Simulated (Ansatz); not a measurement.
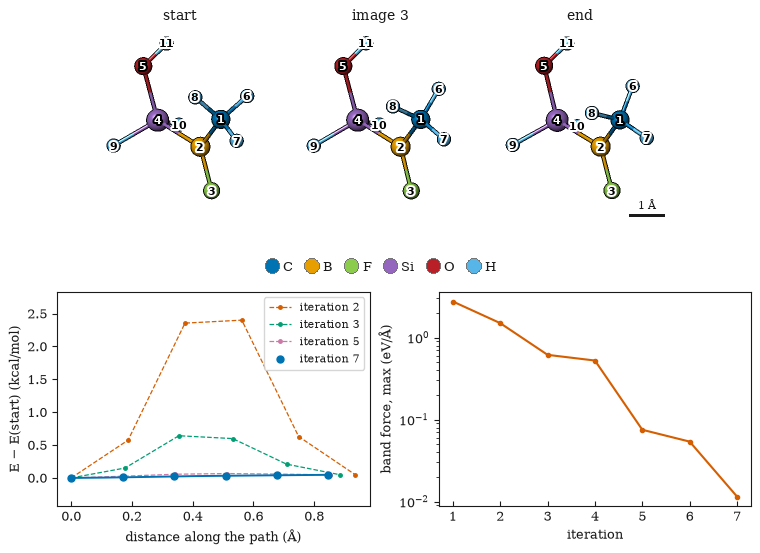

NEB run on CH$_{6}$BFOSi. Images are numbered from 0 (start) to 5 (end). The plot follows the band through its iterations. A ball-and-stick model, seen from a free direction.

These are results of RKS PBE0-D4/def2-mTZVP (Ansatz), not measurements. Run with 4 movable images; no climbing image; force threshold 0.05 eV/Å; iteration limit 60; starting path through a guess of the saddle point.

Q: Judge this run.

A: The run is converged, with reservations. The band converged in 7 iterations. The largest component of the band force went from 2.8 to 0.012 eV/Å. The first iteration put the highest image at 9.69 kcal/mol. No barrier shows: the energy is highest at the end, and the end lies 0.05 kcal/mol above the start.
